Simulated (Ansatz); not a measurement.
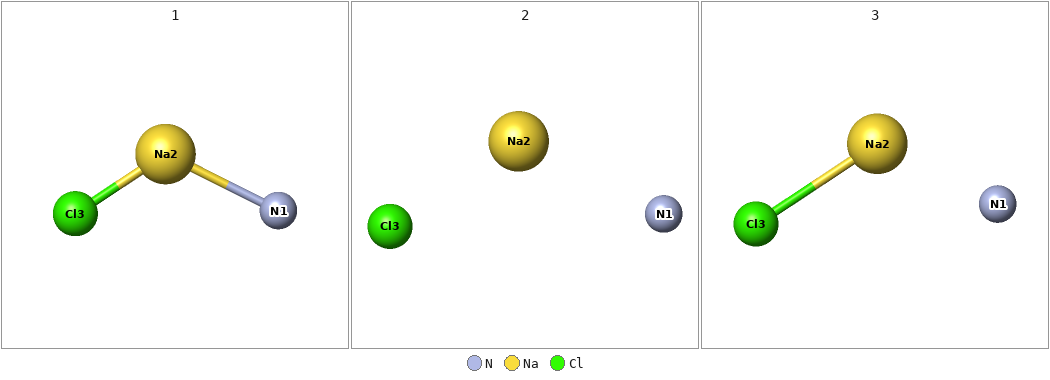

The system N + NaCl, spin multiplicity 4. The first coordinate is: distance N1–Na2; the second: distance Na2–Cl3. Nothing is relaxed (the angle N1–Na2–Cl3 is fixed at 120 degrees). The grid has 11 × 11 points. Energies: eV, counted from the lowest grid point. Theory: UKS PBE0-D4/def2-SVPD in Ansatz.

The numbered pictures are structures from this grid.

Question: Which is the most stable, and how do the others follow?

Answer: 1, at distance N1–Na2 = 2.720 Å, distance Na2–Cl3 = 2.341 Å: 0.00 eV; 3, at distance N1–Na2 = 2.902 Å, distance Na2–Cl3 = 3.150 Å: 0.81 eV; 2, at distance N1–Na2 = 3.496 Å, distance Na2–Cl3 = 3.341 Å: 1.08 eV.

The map, with the structures marked:

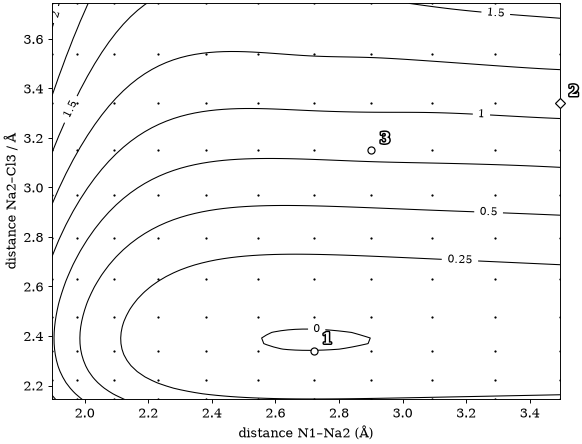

The picture shows contour lines labelled in eV, dots at the grid points. Between grid points the surface is interpolated.
